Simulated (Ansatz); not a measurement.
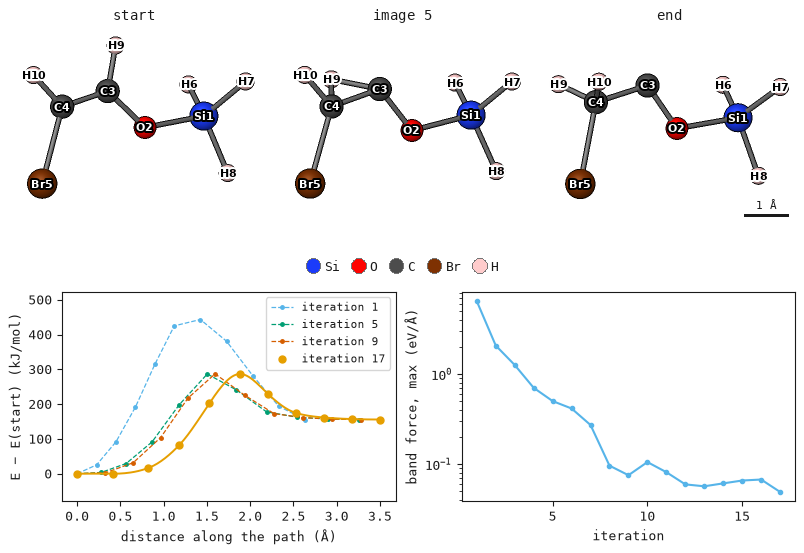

NEB run on C2H5BrOSi. Images are numbered from 0 (start) to 10 (end). The plot follows the band through its iterations. The picture is a ball-and-stick view, seen at a tilt.

The calculation used Ansatz 0.2.0, RHF/def2-SVP. Run with 9 movable images; climbing image; force threshold 0.05 eV/Å; iteration limit 60; spring constant 0.5 eV/Å²; starting path through a guess of the saddle point.

Q: How did the profile develop, and is the result final?

A: The run is converged, with reservations. The band converged in 17 iterations. The largest component of the band force went from 6.5 to 0.049 eV/Å. The climbing image converged on the top of the path. Its curvatures weren't checked. The first iteration put the highest image at 443.1 kJ/mol. The highest point, image 5, lies 286.5 kJ/mol above the start and 130.8 kJ/mol above the end; the end is at +155.7 kJ/mol relative to the start.
